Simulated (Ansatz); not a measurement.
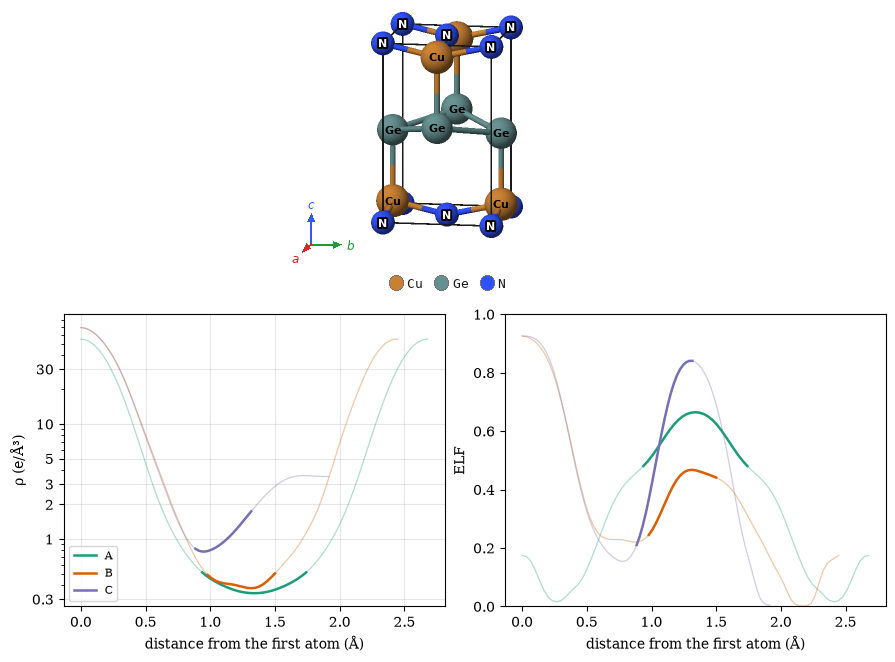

The picture shows: CuGeN. Valence electron density and ELF along straight lines between neighbouring atoms. Thin, pale parts lie inside the atomic spheres. The structure is drawn too.

Space group P4/nmm; a structure from a database of computed crystals, not necessarily the ambient phase; started from the CaClF-129 prototype, which need not be the ambient phase; computed without spin polarisation.

Method: DFT, r2SCAN+rVV10, plane waves, PAW (Ansatz).

In a PAW calculation such maps are meaningful between the atoms, not at the nuclei.

> Which curve belongs to which contact (Cu–Ge, Cu–N and Ge–Ge)? The first atom named is at distance zero.

Curve A: Ge–Ge (2.68 Å): the density is about 0.34 e/Å³ at the midpoint; the ELF peaks at about 0.65 between the atoms. Curve B: Cu–Ge (2.45 Å): the density is about 0.39 e/Å³ at the midpoint; the ELF is about 0.45 at the midpoint. Curve C: Cu–N (1.91 Å): ρ is about 0.78 e/Å³ halfway; the ELF peaks at about 0.85 in the valence shell of N, 0.6 Å from its nucleus, and is about 0.30 at the midpoint.
